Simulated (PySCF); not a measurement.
# AsBGeH5O, doublet, SMILES `[GeH2][O]B[AsH2]`: electronic structure

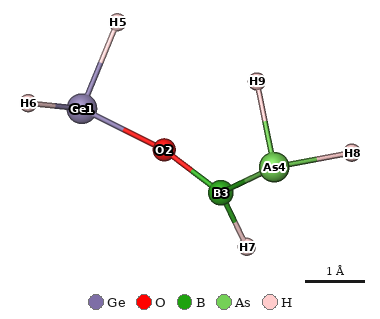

The molecule, with its atoms numbered as below. No frequency check shows the geometry to be a minimum.

Coordinates in Å:

```
Ge1     -2.3563    0.0611    0.0016
O2      -0.5615   -0.3466   -0.0074
B3       0.5474   -0.9742    0.0019
As4      2.3127    0.1426    0.0600
H5      -2.1966    1.0756   -1.2297
H6      -2.1751    1.1417    1.1748
H7       0.6886   -2.1467   -0.0144
H8       2.7813   -0.4175   -1.2564
H9       1.7386    1.3301   -0.6547
```

## 1. Bonding charge

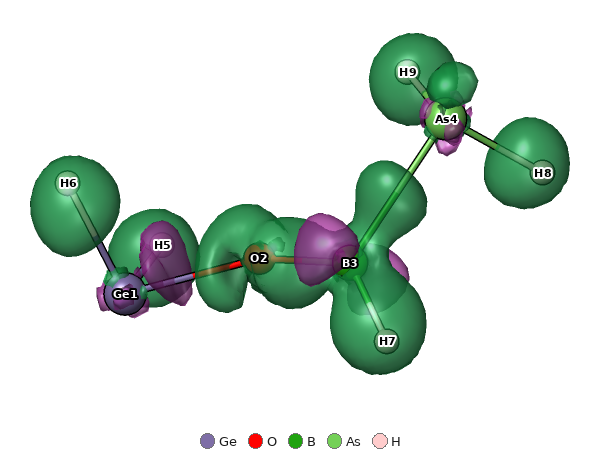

Deformation density (molecule less spherical, spin-averaged free atoms at the same positions), surfaces at ±0.11 e/Å³; green: gain, purple: loss.

Computed with PySCF, PBE0/def2-TZVP, geometry: GFN2-xTB. The stability of the open-shell solution wasn't checked. GFN2-xTB doesn't know the spin state, so this open-shell geometry is rough.

Q: How much density has each bond gained at its critical point, relative to the free atoms?

A: B3–H7: +0.50 e/Å³ at the bond critical point (bond length 1.18 Å, Mayer order 0.9). O2–B3: +0.43 e/Å³ at the bond critical point (bond length 1.27 Å, Mayer order 1.5). As4–H9: +0.26 e/Å³ at the bond critical point (bond length 1.50 Å, Mayer order 1.0). As4–H8: +0.25 e/Å³ at the bond critical point (bond length 1.50 Å, Mayer order 0.9). B3–As4: +0.25 e/Å³ at the bond critical point (bond length 2.09 Å, Mayer order 1.0). Ge1–H5: +0.23 e/Å³ at the bond critical point (bond length 1.60 Å, Mayer order 0.9). Ge1–H6: +0.23 e/Å³ at the bond critical point (bond length 1.60 Å, Mayer order 0.9). Ge1–O2: −0.01 e/Å³ at the bond critical point (bond length 1.84 Å, Mayer order 0.9); up to 0.6 Å beside the axis the gain reaches +0.21 e/Å³. In all, 2.0 electrons gather in the regions of gain relative to the promolecule. A small or negative value marks a very polar bond, one between electron-rich atoms, whose free-atom densities already overlap strongly, a long bond to a heavier atom, or a closed-shell contact such as a hydrogen bond.

Q: Where do the Hirshfeld charges lie?

A: The highest Hirshfeld charge is on Ge1 (+0.33 e), the lowest on O2 (−0.24 e).

## 2. Local ionisation energy

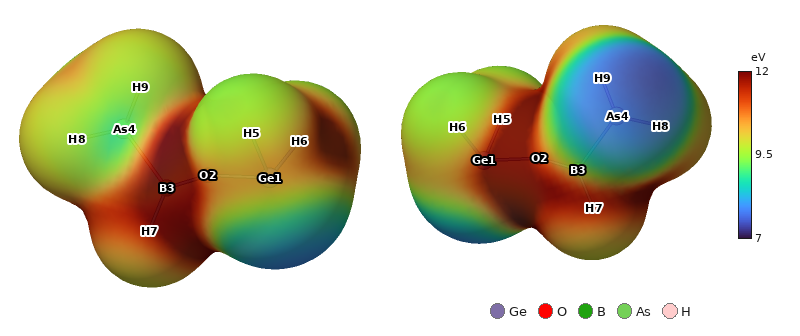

Average local ionisation energy on the surface of electron density 0.001 a.u. (back view left, front view right).

Q: Where are the most loosely bound electrons on this surface?

A: The lowest value is 7.5 eV, 2.4 Å from As4. Further minima include 8.0 eV, 2.4 Å from Ge1; 9.1 eV, near H9 (1.91 Å) and H8 (2.04 Å), over As4 (2.5 Å); 9.4 eV, 1.5 Å from H6. For comparison, the highest occupied orbital lies at −6.6 eV.

Q: What volume does the surface enclose, and what is the dipole moment?

A: About 139 Å³; the dipole moment is 2.3 D.

## 3. Spin density

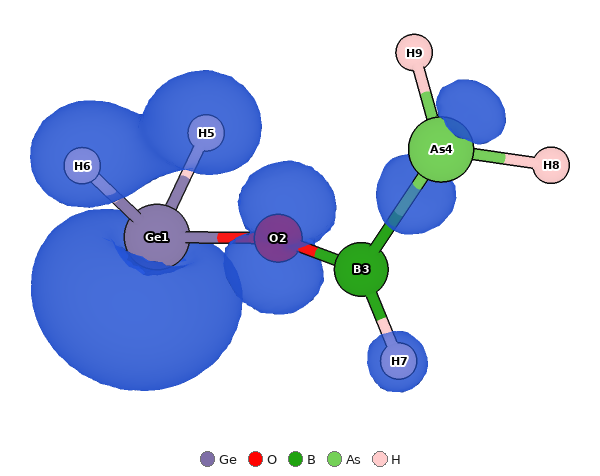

Spin density ρα − ρβ at ±0.02 e/Å³ (blue: excess α, red: excess β).

Q: Give the atomic spin populations that go with this picture.

A: Hirshfeld spin populations: Ge1 +0.57, O2 +0.14, H5 +0.09, H6 +0.09 and As4 +0.07. ⟨S²⟩ = 0.75, as for a pure state.

## 4. In an electric field

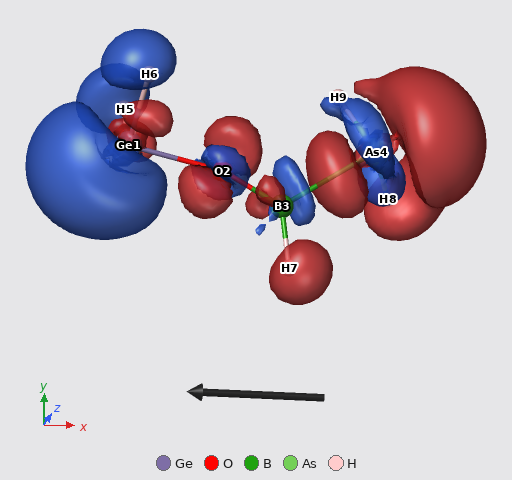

Change of the electron density in a uniform field of 0.10 V/Å along −x (arrow), surfaces at ±0.001 e/Å³ (red: gain, blue: loss).

Computed with PySCF, TPSS/def2-SVPD, geometry: GFN2-xTB. The stability of the open-shell solution wasn't checked. GFN2-xTB doesn't know the spin state, so this open-shell geometry is rough.

Q: What dipole is induced, and what polarisability does it imply?

A: The induced dipole is 1.07 D (along the field); α along this axis, from the fields in both directions, is 216 bohr³ (32.1 Å³). The response isn't linear: the two directions induce 1.07 and 1.13 D.

Q: Which atoms gain and lose the most charge?

A: Electrons gather most on As4 (Hirshfeld charge changes by −0.024 e) and leave Ge1 most (+0.029 e); 0.050 electrons are displaced in all.

The PySCF runs shown took 73 s and 4.4 min on 1 thread of Arm Neoverse V2 (shared host).
